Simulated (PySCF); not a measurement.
# C4H10AsBO: the cost of one run

Programs: PySCF 2.14.0, with density-fitted response routines of our own. Each step states its level of theory. These are calculated values for one molecule in the gas phase, unless marked as measured. Atoms count from 0, in the outputs and in this text.

## Step 1: The starting structure

17 atoms, charge 0, multiplicity 1; geometry from: GFN2-xTB.

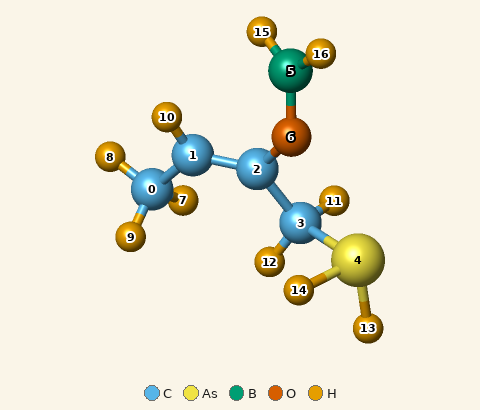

As it starts; carbon blue, arsenic yellow, boron teal, oxygen orange, hydrogen amber, atoms numbered.

The optimised geometry no longer has the bonds of the starting formula, so what follows describes that rearranged structure.

## Step 2: Ultraviolet spectrum: CAM-B3LYP/def2-SVPD

What the job is given:

```
{"job": {"kind": "uv", "xc": "CAM-B3LYP", "basis": "def2-SVPD", "nstates": 8, "ntriplets": 3}, "charge": 0, "multiplicity": 1}
C      2.341938    -0.071527    -0.084909
C      1.034009    -0.747058     0.183351
C     -0.158771    -0.217992    -0.061121
C     -0.442274     1.158444    -0.562760
As    -2.086637     1.770071     0.388690
B     -1.590797    -2.160442    -0.004977
O     -1.332095    -0.883661     0.248199
H      2.302413     0.526791    -0.992515
H      3.129402    -0.812883    -0.192628
H      2.612129     0.584174     0.744526
H      1.079217    -1.733547     0.623678
H     -0.663590     1.130598    -1.635846
H      0.405377     1.824403    -0.404715
H     -1.754425     3.239417     0.227980
H     -1.420954     1.801216     1.733098
H     -0.835494    -2.845434    -0.596090
H     -2.626448    -2.550542     0.376128
```

With the program's defaults for keys left out, this is: TDDFT CAM-B3LYP/def2-SVPD, vertical, gas phase, core orbitals frozen in the response.

Command:

```
$ OMP_NUM_THREADS=1 python probes_run.py task.json out
```

The driver reads the jobs from task.json and runs them one after another.

**Question.** How long does this job take on 1 thread of Arm Neoverse V1, shared host, and how much memory does it need?

About 79 s, with a peak of 1.2 GiB.
